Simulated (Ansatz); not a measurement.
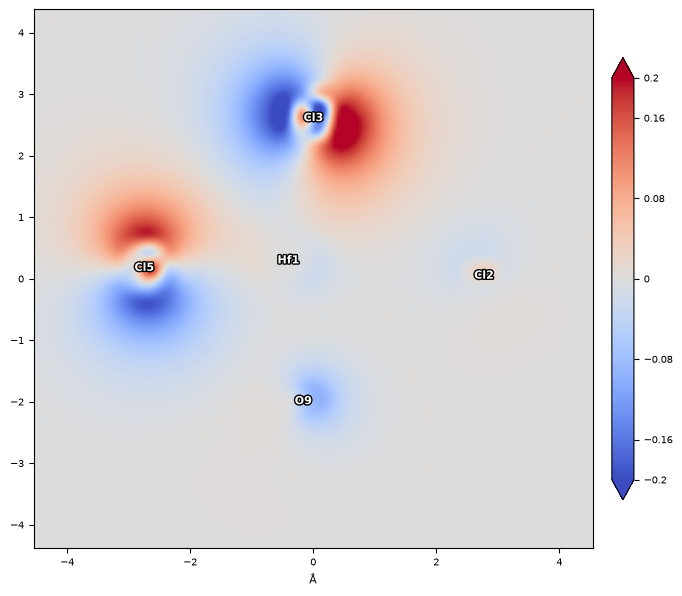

The picture shows: Cl3H3HfO2···HCl. One frontier orbital on the plane of atoms Cl3, Hf1 and Cl5 (values in Å⁻³ᐟ²; the overall sign is arbitrary).

The product side of a reaction path; geometry: PBE0-D4/def2-TZVP; core potentials replace the inner electrons of Hf.

Level of theory: RKS PBE0-D4/def2-TZVPP (Ansatz 0.2.0).

The calculation's input:

```
crystal:
  periodic: [false, false, false]
  atoms:
    - {symbol: Hf, position_ang: [-0.293529, 0.618677, -0.523049]}
    - {symbol: Cl, position_ang: [-0.652171, -2.554181, -0.410844]}
    - {symbol: Cl, position_ang: [-1.223853, 0.419901, -2.671448]}
    - {symbol: Cl, position_ang: [-2.249013, 0.151004, 0.863168]}
    - {symbol: Cl, position_ang: [-0.030313, 2.935000, -0.277437]}
    - {symbol: H, position_ang: [1.639270, 0.165940, 1.496540]}
    - {symbol: O, position_ang: [1.510350, -0.028275, -0.882184]}
    - {symbol: H, position_ang: [-1.704408, -2.127721, 0.204690]}
    - {symbol: O, position_ang: [0.676272, 0.169249, 1.522561]}
    - {symbol: H, position_ang: [1.973378, -0.233013, -1.693492]}
    - {symbol: H, position_ang: [0.354017, 0.483618, 2.371595]}
basis:
  gaussian: {orbitals: def2-TZVPP}
hamiltonian: {xc: pbe0, dispersion: d4}
output: {orbitals: {seedname: orbitals}}
```

Launched as:

```sh
ansatz run in.yaml --threads 4 --pin off --events-out ev --progress --plain --max-ram 66560MiB --backend cuda --devices 0, --max-vram 37GiB
```

Which orbital is it: HOMO or LUMO?

The HOMO, at −8.69 eV. Its weight (Hirshfeld) is mainly on Cl3 (about 40 %), Cl4 (about 40 %) and Cl5 (about 10 %); largely a combination of lone pairs on Cl3, Cl4 and Cl5.
